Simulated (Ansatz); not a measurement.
**CH₄F₂Si: density, localisation and related maps**

The calculation's input:

```
crystal:
  periodic: [false, false, false]
  atoms:
    - { symbol: Si, position_ang: [0.0, 0.0, 0.0] }
    - { symbol: H, position_ang: [0.7956, 0.0, 1.4569] }
    - { symbol: C, position_ang: [2.003, 0.0, 0.5226] }
    - { symbol: H, position_ang: [2.3507, -1.0463, 0.3944] }
    - { symbol: H, position_ang: [2.0515, 0.5276, -0.4528] }
    - { symbol: H, position_ang: [2.655, 0.5187, 1.2561] }
    - { symbol: F, position_ang: [-0.7489, 1.2974, -0.5295] }
    - { symbol: F, position_ang: [-0.7489, -1.2974, -0.5295] }
basis:
  gaussian: { orbitals: def2-SVP }
hamiltonian:
  xc: pbe
  dispersion: d4
relax:
  f_tol: 0.15
  max_steps: 25
  restrain:
    - { distance: [1, 2], at: 2.31, k: 30.0 }
    - { distance: [0, 1], at: 1.46, k: 30.0 }
    - { distance: [0, 2], at: 1.87, k: 30.0 }
output:
  orbitals: {}
```

Launched as:

```sh
ansatz run input.yaml --threads 1 --pin off --max-ram 2048MiB --backend cpu --events-out ev --progress --plain --runs-dir out
```

The fields are those of the run's last geometry, not of the input's.

Not at a stationary point (largest force 1.5 eV/Å).

Theory: RKS PBE-D4/def2-SVP in Ansatz 0.2.0.

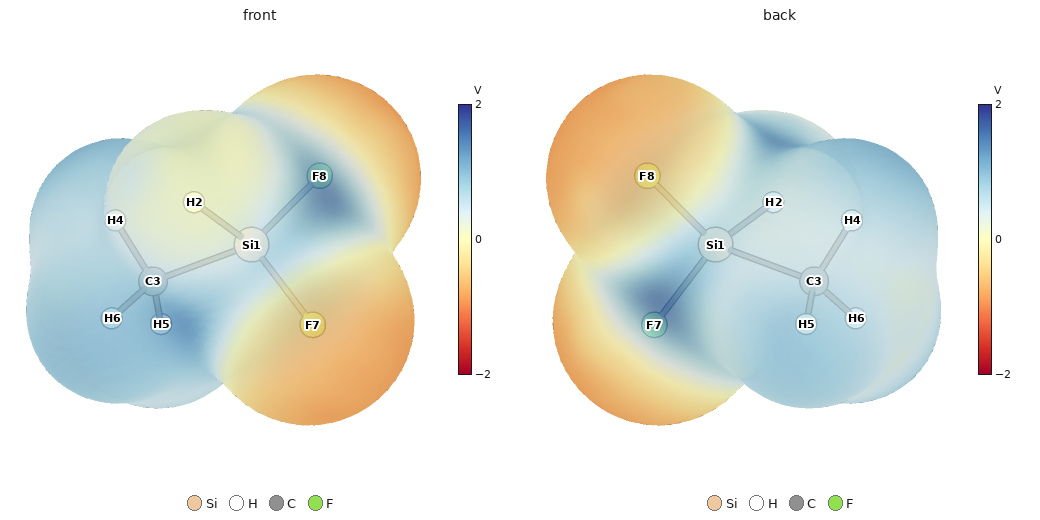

Figure 1. The molecular electrostatic potential painted on the density surface at 0.002 e/bohr³, seen from the front and from behind; the colour scale runs from red (negative) to blue (positive).

Q: Where is the surface potential most negative and most positive?

A: The most negative region (about −0.8 V) lies over F7 and F8, the most positive (about +1.5 V) over Si1.

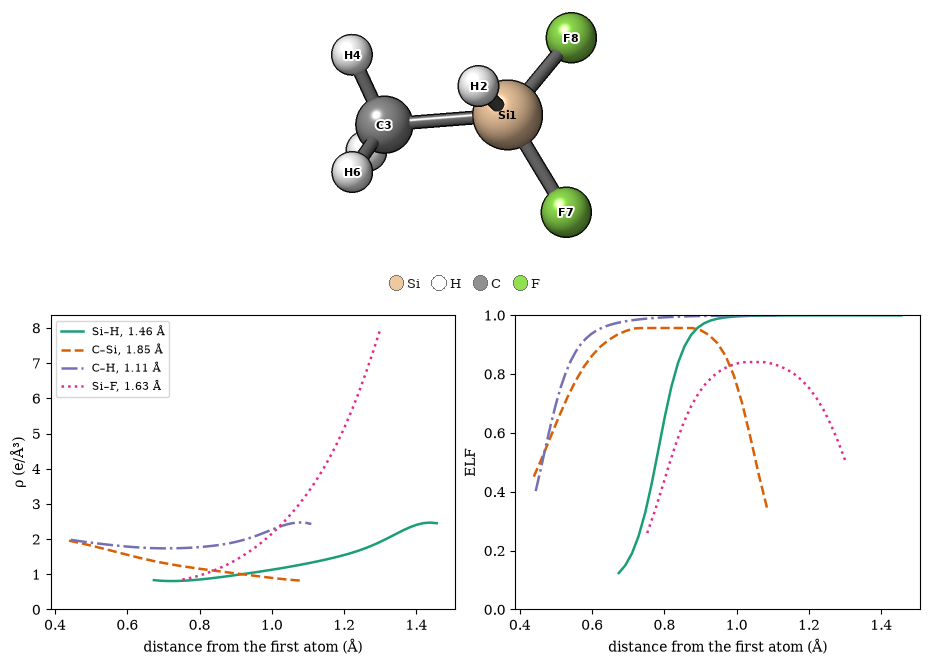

Figure 2. Electron density and electron localisation function along straight lines between neighbouring atoms. The curves leave out the atomic cores. The structure is drawn too.

Q: What can be read from the curves?

A: Si–H (1.46 Å): ρ is about 0.81 e/Å³ halfway; the ELF climbs to about 1 towards the hydrogen, as it does in any bond to H.
C–Si (1.85 Å): ρ at the midpoint is about 1 e/Å³; the ELF peaks at about 0.95 between the atoms; a shared electron pair.
C–H (1.11 Å): ρ at the midpoint is about 1.8 e/Å³; the ELF climbs to about 1 towards the hydrogen; an ordinary covalent bond to hydrogen.
Si–F (1.63 Å): ρ at the midpoint is about 1 e/Å³; the ELF peaks at about 0.85 in the valence shell of F, 0.6 Å from its nucleus, and is about 0.50 at the midpoint.

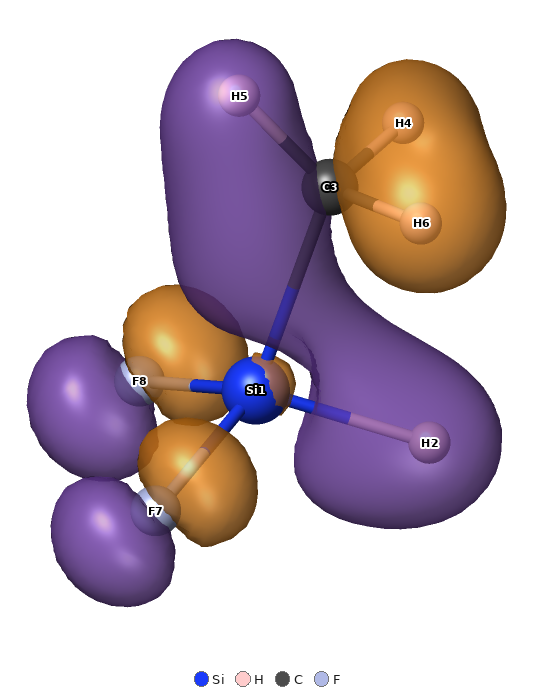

Figure 3. The HOMO−1 at ±0.15 Å⁻³ᐟ² (orange and purple are the two phases), seen at an oblique angle.

Q: Where does this orbital lie, and at what energy?

A: Its weight (Hirshfeld) is mainly on C3 (about 25 %), F8 (about 15 %), Si1 (about 15 %), F7 (about 15 %), H2 (about 10 %) and H6 (about 10 %). Its energy is −9.27 eV.
